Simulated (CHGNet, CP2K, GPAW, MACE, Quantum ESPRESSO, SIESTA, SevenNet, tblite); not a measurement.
# Random rock-salt (Ti, Nb, Ta, Hf)C solid solution (64 atoms) in SIESTA

Aim: run random rock-salt (Ti, Nb, Ta, Hf)C solid solution (64 atoms) in SIESTA and see how near its forces come to a plane-wave reference, and at what cost.

Program: SIESTA 5.4.2. Level of theory: the method is named at each step. Results are calculated unless marked as measured.

## 1. The starting structure

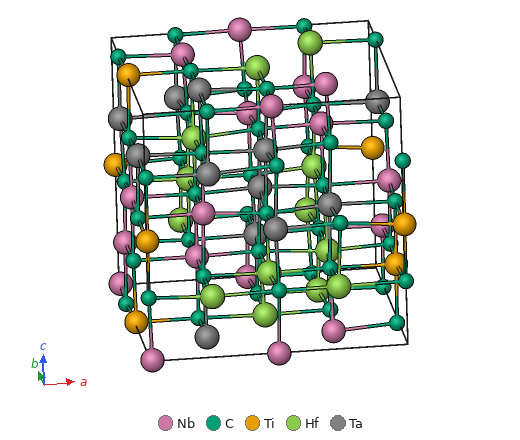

The cell as given, slightly off an axis (niobium pink, carbon teal, titanium orange, hafnium green, tantalum grey). Some periodic images of atoms are drawn too.

The cell holds 64 atoms: 11 Nb, 32 C, 3 Ti, 9 Hf and 9 Ta. Its edges and angles: a = 8.990 Å, b = 8.990 Å, c = 8.990 Å, α = 90.0°, β = 90.0°, γ = 90.0°. Rock-salt lattice (a = 4.495 Å, the mean of the end members), 2 x 2 x 2 cells, metal sites filled at random with 3 Ti, 11 Nb, 9 Ta, 9 Hf; every coordinate displaced by a Gaussian of 0.05 Å. Then every atom was moved at random, 0.02 Å r.m.s. a Cartesian component.

The yardstick, on the same geometry:

```
method                 : Kohn-Sham DFT, PBE, SSSP efficiency 1.3.0 pseudopotentials, plane waves (Quantum ESPRESSO 7.5); sssp-pbe-1.3.0-efficiency, cutoffs 60/480 Ry, Γ point
r.m.s. force component : 1.088 eV/Å
longest force          : 5.203 eV/Å
pressure               : 5.26 GPa
time                   : 3.5 min on 4 MPI ranks of Arm Neoverse V2, shared host
CPU time               : 14 min
```

## 2. PBE, DZP, shift 0.01 Ry, mesh 500 Ry

Method: Kohn-Sham DFT, PBE, PseudoDojo 0.4.1 norm-conserving pseudopotentials (converted to PSML), numerical atomic orbitals (DZP), diagonalisation.

The .psml files are PseudoDojo norm-conserving potentials that we converted to this format, checked against plane waves on the same files for H, C, O, Si, Ge and Ca alone.

input.fdf reads:

```
SystemLabel cell
NumberOfAtoms 64
NumberOfSpecies 5
%block ChemicalSpeciesLabel
  1 41 Nb
  2 6 C
  3 22 Ti
  4 72 Hf
  5 73 Ta
%endblock ChemicalSpeciesLabel
LatticeConstant 1.0 Ang
%block LatticeVectors
  8.99000 0.00000 0.00000
  0.00000 8.99000 0.00000
  0.00000 0.00000 8.99000
%endblock LatticeVectors
PAO.BasisSize DZP
PAO.EnergyShift 0.01 Ry
XC.Functional GGA
XC.Authors PBE
MeshCutoff 500 Ry
%block kgrid_Monkhorst_Pack
  1 0 0 0.0
  0 1 0 0.0
  0 0 1 0.0
%endblock kgrid_Monkhorst_Pack
SolutionMethod diagon
OccupationFunction FD
ElectronicTemperature 580 K
SCF.Mixer.Method Pulay
SCF.Mixer.Weight 0.05
SCF.Mixer.History 8
SCF.Mix Hamiltonian
MaxSCFIterations 300
SCF.DM.Tolerance 1e-04
SCF.H.Tolerance 1.0e-3 eV
WriteForces T
Write.HirshfeldPop T
Write.VoronoiPop T
Write.DM F
Write.H F
XML.Write F
AtomicCoordinatesFormat Fractional
%block AtomicCoordinatesAndAtomicSpecies
  0.00654 0.99830 0.00450 1
  0.24952 0.00073 0.99288 2
  0.99333 0.25329 0.24667 3
  0.24367 0.25170 0.24979 2
  0.24766 0.00326 0.24408 4
  0.00036 0.00485 0.25415 2
  0.25007 0.25281 0.00277 5
  0.98903 0.25003 0.00986 2
  0.00170 0.00371 0.48422 3
  0.25407 0.99549 0.49847 2
  0.00496 0.25545 0.75302 5
  0.25337 0.24691 0.74894 2
  0.24556 0.00036 0.74005 5
  0.00318 0.00530 0.74088 2
  0.25223 0.26624 0.49890 1
  0.99572 0.24635 0.50325 2
  0.00567 0.50221 0.00265 3
  0.24805 0.50019 0.00321 2
  0.00115 0.75180 0.24815 1
  0.24890 0.74817 0.24308 2
  0.24863 0.50032 0.25224 1
  0.00168 0.50000 0.25238 2
  0.24657 0.74562 0.99344 1
  0.99782 0.75752 0.99828 2
  0.00442 0.50137 0.50758 1
  0.25075 0.50032 0.50567 2
  0.99693 0.74997 0.74972 5
  0.25950 0.75917 0.75257 2
  0.25047 0.48729 0.73535 4
  0.00018 0.50687 0.74758 2
  0.25418 0.75627 0.48765 4
  0.00632 0.74740 0.49588 2
  0.49974 0.00013 0.99796 1
  0.74927 0.98974 0.99805 2
  0.49748 0.24370 0.24801 4
  0.73633 0.25263 0.24934 2
  0.73848 0.99970 0.25278 4
  0.50718 0.00133 0.25098 2
  0.74091 0.24321 0.99603 1
  0.51187 0.24173 0.99259 2
  0.50201 0.01276 0.49664 5
  0.75193 0.99860 0.50828 2
  0.49877 0.24071 0.74534 5
  0.75396 0.26292 0.75202 2
  0.74405 0.99335 0.75269 1
  0.51198 0.99856 0.75713 2
  0.74243 0.25686 0.50410 5
  0.49432 0.24366 0.49004 2
  0.50597 0.49819 0.99945 4
  0.75877 0.49210 0.00450 2
  0.50764 0.73970 0.24934 5
  0.75555 0.75534 0.25249 2
  0.75639 0.49466 0.24295 4
  0.49109 0.50770 0.25575 2
  0.74405 0.75528 0.00409 4
  0.50868 0.75259 0.00624 2
[... 4 atom lines left out ...]
  0.74751 0.50074 0.75559 1
  0.50401 0.49776 0.75201 2
  0.74250 0.74831 0.50661 4
  0.49658 0.74525 0.49022 2
%endblock AtomicCoordinatesAndAtomicSpecies
```

Run with:

```sh
$ OMP_NUM_THREADS=1 mpirun -np 2 siesta < input.fdf > output.txt
```

Output:

```text
Version         : 5.4.2
reinit: System Name:
reinit: System Label: cell
initatom: Reading input for the pseudopotentials and atomic orbitals ----------
Species number:   1 Atomic number:   41 Label: Nb
Species number:   2 Atomic number:    6 Label: C
Species number:   3 Atomic number:   22 Label: Ti
Species number:   4 Atomic number:   72 Label: Hf
Species number:   5 Atomic number:   73 Label: Ta
Ground state valence configuration (from tables):   5s01  5p00  4d04  4f00
Ground state valence configuration (from tables):   2s02  2p02  3d00  4f00
Ground state valence configuration (from tables):   4s02  4p00  3d02  4f00
Ground state valence configuration (from tables):   6s02  6p00  5d02  5f00
Ground state valence configuration (from tables):   6s02  6p00  5d03  5f00
---- Processing specs for species: Nb
GGA--PBE XC_GGA_X_PBE--XC_GGA_C_PBE pb
Semicore shell(s) with  8 electrons included in the valence for Nb
---- Processing specs for species: C
GGA--PBE XC_GGA_X_PBE--XC_GGA_C_PBE pb
---- Processing specs for species: Ti
GGA--PBE XC_GGA_X_PBE--XC_GGA_C_PBE pb
Semicore shell(s) with  8 electrons included in the valence for Ti
---- Processing specs for species: Hf
GGA--PBE XC_GGA_X_PBE--XC_GGA_C_PBE pb
Semicore shell(s) with  8 electrons included in the valence for Hf
---- Processing specs for species: Ta
GGA--PBE XC_GGA_X_PBE--XC_GGA_C_PBE pb
Semicore shell(s) with  8 electrons included in the valence for Ta
Semicore shell(s): 4s 4p
Fallback to non-perturbative polarization scheme for Nb
Please see the manual if this is not desired in principle
Semicore shell(s): 3s 3p
Fallback to non-perturbative polarization scheme for Ti
Please see the manual if this is not desired in principle
Semicore shell(s): 5s 5p
Fallback to non-perturbative polarization scheme for Hf
Please see the manual if this is not desired in principle
Semicore shell(s): 5s 5p
Fallback to non-perturbative polarization scheme for Ta
[... lines left out ...]
Total number of electrons:   532.000000
[... lines left out ...]
Some features might not work optimally:
e.g. DM initialization from atomic data
e.g. DM initialization from atomic data
new_DM -- step:     1
Initializing Density Matrix...
Attempting to read DM from file... Failed...
DM filled with atomic data:
InitMesh: MESH = 128 x 128 x 128 = 2097152
InitMesh: Mesh cutoff (required, used) =   500.000   560.277 Ry
stepf: Fermi-Dirac step function
        iscf     Eharris(eV)        E_KS(eV)     FreeEng(eV)     dDmax    Ef(eV) dHmax(eV)
   scf:    1   -57448.449823   -58227.919215   -58228.089775  1.657906 -3.110572 18.917115
   scf:    2   -58377.494179   -58305.398122   -58305.564710  0.071222 -3.281719 14.704901
   scf:    3   -58562.533059   -58476.710513   -58476.937312  0.282439 -3.733819  8.058392
[...]
scf:   21   -58502.559604   -58502.559603   -58502.711141  0.000035 -3.692177  0.001259
   scf:   22   -58502.559607   -58502.559605   -58502.711143  0.000090 -3.692164  0.001000
SCF Convergence by DM+H criterion
max |DM_out - DM_in|         :     0.0000898515
max |H_out - H_in|      (eV) :     0.0009995398
SCF cycle converged after 22 iterations
Using DM_out to compute the final energy and forces
siesta: E_KS(eV) =           -58502.5596
siesta: E_KS - E_eggbox =    -58502.5596
siesta: Atomic forces (eV/Ang):
     1   -0.912138    0.810729   -0.540207
     2    0.274872   -0.080876   -0.095371
     3    0.267768   -0.017233    0.282110
[...]
63    2.046702    0.369036   -1.254798
    64    0.754745    0.738710    0.992420
----------------------------------------
   Tot    0.000842   -0.014109    0.008717
----------------------------------------
   Max    4.409515
   Res    1.093471    sqrt( Sum f_i^2 / 3N )
----------------------------------------
   Max    4.409515    constrained
Stress tensor Voigt[x,y,z,yz,xz,xy] (kbar):      -69.66      -85.40      -68.12       -2.95        2.00        3.77
(Free)E + p*V (eV/cell)   -58468.9746
Target enthalpy (eV/cell)   -58502.7111
siesta: Program's energy decomposition (eV):
siesta: Ebs     =    -13770.114400
siesta: Eions   =     86032.167173
siesta: Ena     =     17767.418010
siesta: Ekin    =     18555.710049
siesta: Enl     =      4035.725338
siesta: DEna    =       737.382442
siesta: DUscf   =        52.037898
siesta: Ex      =    -12630.618889
siesta: Ec      =      -988.047280
siesta: Exc     =    -13618.666169
siesta: Eharris =    -58502.559607
siesta: Etot    =    -58502.559605
siesta: FreeEng =    -58502.711143
siesta: Final energy (eV):
siesta:  Band Struct. =  -13770.114400
siesta:       Kinetic =   18555.710049
siesta:       Hartree =    6556.140611
siesta:         Exch. =  -12630.618889
siesta:         Corr. =    -988.047280
siesta:   Exch.-corr. =  -13618.666169
siesta:  Ion-electron =  -34888.102906
siesta:       Ion-ion =  -35107.641190
siesta:         Total =  -58502.559605
siesta:         Fermi =      -3.692164
siesta: Stress tensor (static) (eV/Ang**3):
siesta:    -0.043476    0.002350    0.001245
siesta:     0.002350   -0.053303   -0.001838
siesta:     0.001245   -0.001838   -0.042518
siesta: Cell volume =        726.572699 Ang**3
siesta: Pressure (static):
siesta:                Solid            Molecule  Units
siesta:           0.00050571         -0.00031301  Ry/Bohr**3
siesta:           0.04643244         -0.02873912  eV/Ang**3
siesta:          74.39297699        -46.04514081  kBar
    Orbital volume contribution        =          45.951577 eV
    (Free)E + p_basis*V_orbitals       =      -58456.759566 eV
    (Free)Eharris+ p_basis*V_orbitals  =      -58456.759568 eV
Hirshfeld Atomic Populations:
Atom #   charge [q] valence [e]  Species
     1     0.437790   12.562210  Nb
     2    -0.383207    4.383207  C
     3     0.135810   11.864190  Ti
     4    -0.351574    4.351574  C
     5     0.281803   11.718197  Hf
     6    -0.349808    4.349808  C
     7     0.449074   12.550926  Ta
[...]
9     0.140591   11.859409  Ti
[...]
11     0.437049   12.562951  Ta
[...]
13     0.417890   12.582110  Ta
[...]
15     0.441095   12.558905  Nb
[...]
17     0.119022   11.880978  Ti
[...]
19     0.474434   12.525566  Nb
[...]
29     0.254263   11.745737  Hf
[...]
31     0.264955   11.735045  Hf
[...]
--------------------
 Total    -0.000052
Voronoi Atomic Populations:
Atom #   charge [q] valence [e]  Species
[...]
3     0.278051   11.721949  Ti
[...]
9     0.287078   11.712922  Ti
[...]
17     0.253005   11.746995  Ti
[...]
51     0.679189   12.320811  Ta
[...]
55     0.506952   11.493048  Hf
[...]
57     0.644694   12.355306  Ta
[...]
59     0.653621   12.346379  Nb
[...]
61     0.661842   12.338158  Nb
    62    -0.606432    4.606432  C
    63     0.486006   11.513994  Hf
    64    -0.586164    4.586164  C
--------------------
 Total    -0.000052
```

Wall time 6.7 min (2 MPI ranks of Arm Neoverse V2, shared host); peak memory 2.4 GiB.

Banners, paths, timers and routine set-up lines are dropped from the logs unmarked, and long logs keep their key lines alone; longer cuts are marked.

Against the reference:

- r.m.s. force component: 1.093 eV/Å
- r.m.s. difference of force components: 69.33 meV/Å
- longest difference of force vectors: 230.3 meV/Å
- force difference over r.m.s. force: 6.373 %
- slope of forces against the reference's: 1.003
- correlation of force components: 0.998
- pressure: 7.439 GPa
- pressure difference: 2.179 GPa

Length of the force difference by element (eV/Å):

```csv
element,atoms,mean,most
C,32,0.11,0.23
Hf,9,0.075,0.14
Nb,11,0.12,0.18
Ta,9,0.15,0.20
Ti,3,0.11,0.17
```

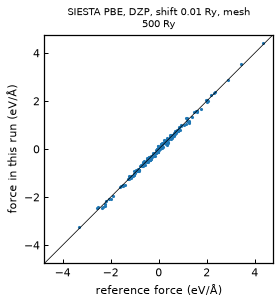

Force components against those of the reference; the line marks equality.

A closer look about Hf29, which bears the longest force: 9 atoms, nearest first, numbered in the order of the input, with positions taken from that point.

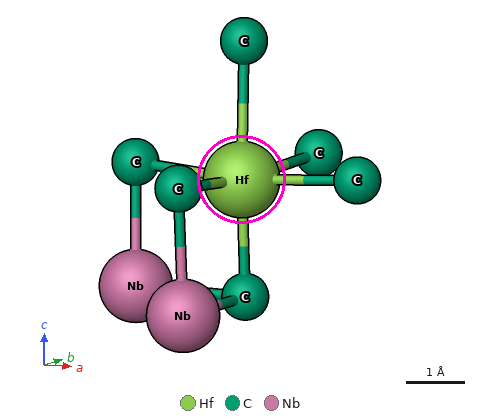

The atoms of the table, within 3.0 Å (arrows a, b, c point along x, y, z); some may hide others; the central atom is ringed.

```csv
atom,x,y,z,distance (Å),Hirshfeld charge (e),Fx,Fy,Fz (eV/Å)
Hf29,0.00,0.00,0.00,0.00,0.25,0.12,2.87,4.41
C26,0.00,0.12,-2.06,2.07,-0.39,0.32,0.88,-2.40
C12,0.03,-2.16,0.12,2.16,-0.37,-0.22,-0.71,0.35
C30,-2.25,0.18,0.11,2.26,-0.36,0.01,-0.55,1.29
C62,2.28,0.09,0.15,2.29,-0.37,-0.34,0.07,-0.01
C18,-0.02,0.12,2.41,2.41,-0.36,-0.01,0.00,-0.43
C28,0.08,2.44,0.15,2.45,-0.37,-1.49,-0.60,-0.88
Nb15,0.02,-1.99,-2.13,2.91,0.44,-1.25,-3.25,-1.52
Nb25,-2.21,0.13,-2.05,3.02,0.44,-1.59,-0.18,-1.94
```

Forces lie 6.4 % from the reference's, at 0.97 times its CPU time (on 2 against 4 cores).

## 3. PBEsol, DZP, shift 0.01 Ry, mesh 500 Ry

Method: Kohn-Sham DFT, PBEsol, PseudoDojo 0.4.1 norm-conserving pseudopotentials (converted to PSML), numerical atomic orbitals (DZP), diagonalisation.

The pseudopotential files are exchanged too: the .psml files are now those for PBEsol.

input.fdf: that of step 2 with these lines changed.

```diff
@@ -19,3 +19,3 @@
 XC.Functional GGA
-XC.Authors PBE
+XC.Authors PBEsol
 MeshCutoff 500 Ry
```

Output:

```text
Version         : 5.4.2
reinit: System Name:
reinit: System Label: cell
initatom: Reading input for the pseudopotentials and atomic orbitals ----------
Species number:   1 Atomic number:   41 Label: Nb
Species number:   2 Atomic number:    6 Label: C
Species number:   3 Atomic number:   22 Label: Ti
Species number:   4 Atomic number:   72 Label: Hf
[... lines left out ...]
SCF Convergence by DM+H criterion
[... lines left out ...]
SCF cycle converged after 21 iterations
[... lines left out ...]
   Max    4.322999
[... lines left out ...]
   Max    4.322999    constrained
Stress tensor Voigt[x,y,z,yz,xz,xy] (kbar):        5.40       -9.85        7.27       -2.97        1.92        3.78
[... lines left out ...]
siesta: FreeEng =    -58465.165088
[... lines left out ...]
siesta:         Fermi =      -3.778182
[... lines left out ...]
siesta:          -0.94213790       -118.69921525  kBar
[... lines left out ...]
    17     0.112137   11.887863  Ti
[...]
19     0.465814   12.534186  Nb
[...]
29     0.244491   11.755509  Hf
[...]
31     0.254592   11.745408  Hf
[...]
--------------------
 Total    -0.000050
Voronoi Atomic Populations:
Atom #   charge [q] valence [e]  Species
[...]
3     0.269390   11.730610  Ti
[...]
9     0.278191   11.721809  Ti
[...]
17     0.244293   11.755707  Ti
[...]
51     0.668923   12.331077  Ta
[...]
55     0.495475   11.504525  Hf
[...]
57     0.635072   12.364928  Ta
[...]
59     0.645701   12.354299  Nb
[...]
61     0.653410   12.346590  Nb
    62    -0.596761    4.596761  C
    63     0.474955   11.525045  Hf
    64    -0.576863    4.576863  C
--------------------
 Total    -0.000050
```

Elapsed: 6.4 min, on 2 MPI ranks; peak memory 2.4 GiB; 13 min of CPU time.

Against the reference:

```
r.m.s. force component                  : 1.074 eV/Å
r.m.s. difference of force components   : 71.54 meV/Å
longest difference of force vectors     : 234.8 meV/Å
force difference over r.m.s. force      : 6.577 %
slope of forces against the reference's : 0.9857
correlation of force components         : 0.9979
pressure                                : -0.0942 GPa
pressure difference                     : -5.354 GPa
```

Against the first run (6.4 %), the force difference from the reference is 6.6 %, at 0.95 times the CPU time; the model has changed, so this is no error of the program alone.

## 4. PBE, DZP, shift 0.04 Ry, mesh 500 Ry

Method: Kohn-Sham DFT, PBE, PseudoDojo 0.4.1 norm-conserving pseudopotentials (converted to PSML), numerical atomic orbitals (DZP), diagonalisation.

The pseudopotential files are exchanged too: the .psml files are now those for PBE.

input.fdf: that of step 3 with these lines changed.

```diff
@@ -17,5 +17,5 @@
 PAO.BasisSize DZP
-PAO.EnergyShift 0.01 Ry
+PAO.EnergyShift 0.04 Ry
 XC.Functional GGA
-XC.Authors PBEsol
+XC.Authors PBE
 MeshCutoff 500 Ry
```

Output:

```text
Version         : 5.4.2
reinit: System Name:
reinit: System Label: cell
initatom: Reading input for the pseudopotentials and atomic orbitals ----------
Species number:   1 Atomic number:   41 Label: Nb
Species number:   2 Atomic number:    6 Label: C
Species number:   3 Atomic number:   22 Label: Ti
Species number:   4 Atomic number:   72 Label: Hf
[... lines left out ...]
SCF Convergence by DM+H criterion
[... lines left out ...]
SCF cycle converged after 23 iterations
[... lines left out ...]
   Max    4.208554
[... lines left out ...]
   Max    4.208554    constrained
Stress tensor Voigt[x,y,z,yz,xz,xy] (kbar):       20.84        5.63       21.82       -2.91        1.51        2.44
[... lines left out ...]
siesta: FreeEng =    -58448.710783
[... lines left out ...]
siesta:         Fermi =      -0.846175
[... lines left out ...]
siesta:         -16.09605774       -126.98031608  kBar
[... lines left out ...]
    17     0.021875   11.978125  Ti
[...]
19     0.509929   12.490071  Nb
[...]
29     0.204575   11.795425  Hf
[...]
31     0.216701   11.783299  Hf
[...]
--------------------
 Total     0.000055
Voronoi Atomic Populations:
Atom #   charge [q] valence [e]  Species
[...]
3     0.215220   11.784780  Ti
[...]
9     0.235031   11.764969  Ti
[...]
17     0.183436   11.816564  Ti
[...]
51     0.739157   12.260843  Ta
[...]
55     0.520287   11.479713  Hf
[...]
57     0.692541   12.307459  Ta
[...]
59     0.722888   12.277112  Nb
[...]
61     0.743721   12.256279  Nb
    62    -0.650639    4.650639  C
    63     0.493948   11.506052  Hf
    64    -0.621486    4.621486  C
--------------------
 Total     0.000055
```

Run time: 2.9 min. Hardware: 2 MPI ranks; peak memory 1.6 GiB; 5.9 min of CPU time.

Against the reference:

| Property | Result |
| --- | --- |
| r.m.s. force component | 1.029 eV/Å |
| r.m.s. difference of force components | 94.44 meV/Å |
| longest difference of force vectors | 384.7 meV/Å |
| force difference over r.m.s. force | 8.682 % |
| slope of forces against the reference's | 0.9433 |
| correlation of force components | 0.9976 |
| pressure | -1.61 GPa |
| pressure difference | -6.87 GPa |

This is a coarse setting, run to see what it loses.

Against the first run (6.4 %), the force difference from the reference is 8.7 %, at 0.44 times the CPU time.

## 5. All runs compared

Differences are against the plane-wave reference, forces as r.m.s. over components; share is that over the reference's r.m.s. force, slope the least-squares factor from reference forces to these. Total energies of different programs have different zeros and aren't compared.

```csv
run,"Δ force, r.m.s. (meV/Å)",share (%),slope,Δ pressure (GPa),cores,CPU time,memory (GiB)
reference,-,-,-,-,4,14 min,3.5
"SIESTA PBE, DZP, shift 0.01 Ry, mesh 500 Ry",69.3,6.37,1.003,2.18,2,13 min,2.4
"SIESTA PBEsol, DZP, shift 0.01 Ry, mesh 500 Ry",71.5,6.58,0.986,-5.35,2,13 min,2.4
"SIESTA PBE, DZP, shift 0.04 Ry, mesh 500 Ry (coarse)",94.4,8.68,0.943,-6.87,2,5.9 min,1.6
```

Rows marked coarse were listed beforehand as settings not expected to be converged; some can still land near the reference.

CPU time is summed over cores on a shared host, where runs went side by side, so it is rough. Symmetry, cutoffs, thresholds, outputs and thread counts weren't matched or tuned between programs; memory under MPI is the largest rank's times the ranks.

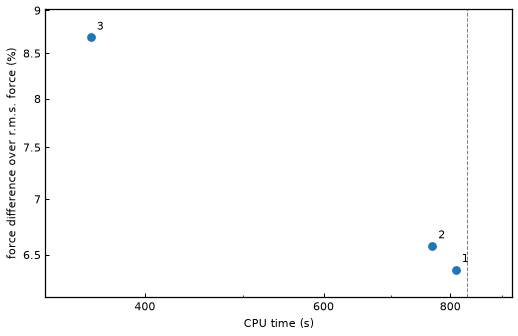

Force difference against CPU time; the dashed line marks the reference's time. Points: 1 SIESTA PBE, DZP, shift 0.01 Ry, mesh 500 Ry; 2 SIESTA PBEsol, DZP, shift 0.01 Ry, mesh 500 Ry; 3 SIESTA PBE, DZP, shift 0.04 Ry, mesh 500 Ry.

## 6. Outcome

```yaml
nearest_in_forces: SIESTA PBE, DZP, shift 0.01 Ry, mesh 500 Ry, 6.4 %
its_cpu_time: 13 min
```

In words: The PBE run in local orbitals, coarse settings apart, differs by 6.4 % (SIESTA PBE, DZP, shift 0.01 Ry, mesh 500 Ry); basis, grid and potentials can all enter. Rows with another functional or a dispersion term differ by 6.6 % (SIESTA PBEsol, DZP, shift 0.01 Ry, mesh 500 Ry), which mixes the change of model with differences of basis and potentials. Runs with settings chosen to be coarse differ by 8.7 % (SIESTA PBE, DZP, shift 0.04 Ry, mesh 500 Ry), their programs' other errors included. One electronic-structure run takes under half the reference's CPU time: SIESTA PBE, DZP, shift 0.04 Ry, mesh 500 Ry, at 8.7 % in 5.9 min against 14 min; its pressure misses by -6.9 GPa. In pressure, SIESTA PBE, DZP, shift 0.04 Ry, mesh 500 Ry misses by -6.9 GPa, at the same functional. The reference's pressure holds the uncorrected Pulay stress of its 60 Ry basis, so small pressure differences, and their order, may be the reference's own error. The host structure and its lattice constant were typed by rule, without a check against the phase diagram. The reference's pressure of 5.3 GPa belongs to a cell and atoms that aren't relaxed at this level. The electronic-structure runs sample only Γ, in a cell whose shortest periodic width is 9 Å, which is coarse for a cell with partly filled levels. Spin–orbit coupling is left out, which matters for the levels of the heavy elements.

[Also dropped from logs without a mark: logging warnings of Python, and SIESTA's first energy breakdown and zero terms.]

[Logs are printed without paths, hosts, clocks, repeated set-up lines and the standing remarks that a program may print on its own settings, such as how far it seeks lower states.]

[Hosts, paths, dates, database ids (printed as entryN), source tags and the programs' standing remarks are cut or masked in the printed files.]
